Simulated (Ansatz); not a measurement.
The relaxed structure here is a generated cell of ZnCu: the first start was made by placing the elements on the sites of a structure type, and the end was not matched to a known phase here, so it may be hypothetical. Known forms of ZnCu include space group No. 221.

The end point of a relaxation of ZnCu. Space group P-6m2 (No. 187). These are PBEsol (plane waves to 420 eV, PAW, scalar-relativistic; Ansatz, a program for electronic structure) values and carry that method's errors.

```cif
data_CuZn
_chemical_formula_sum 'Cu1 Zn1'
_space_group_name_H-M_alt 'P-6m2'
_space_group_IT_number 187
_space_group_name_Hall 'P -6 2'
_cell_length_a 2.62394
_cell_length_b 2.62394
_cell_length_c 4.13841
_cell_angle_alpha 90.000
_cell_angle_beta 90.000
_cell_angle_gamma 120.000
loop_
_atom_site_label
_atom_site_type_symbol
_atom_site_symmetry_multiplicity
_atom_site_Wyckoff_symbol
_atom_site_fract_x
_atom_site_fract_y
_atom_site_fract_z
_atom_site_occupancy
Cu1 Cu 1 a 0.00000 0.00000 0.00000 1
Zn1 Zn 1 d 0.33333 0.66667 0.50000 1
```

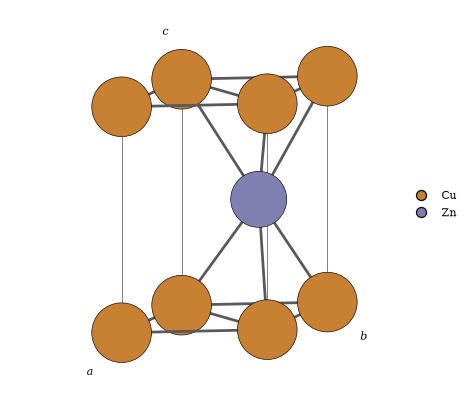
Figure. The conventional cell of the relaxed structure

| Quantity | Result |
|---|---|
| Volume per atom | 12.34 Å³ |
| Band gap | no gap (metallic) |
| Shortest distances | Cu–Zn 2.56 Å; Cu–Cu 2.62 Å; Zn–Zn 2.62 Å |
| k-mesh | 20×20×11 |

No spin polarisation in the result.

The run could not lose the symmetry of its start; a randomly shaken copy of 4 atoms returns to this structure.

All atoms sit on sites fixed by symmetry, so only the cell could relax.
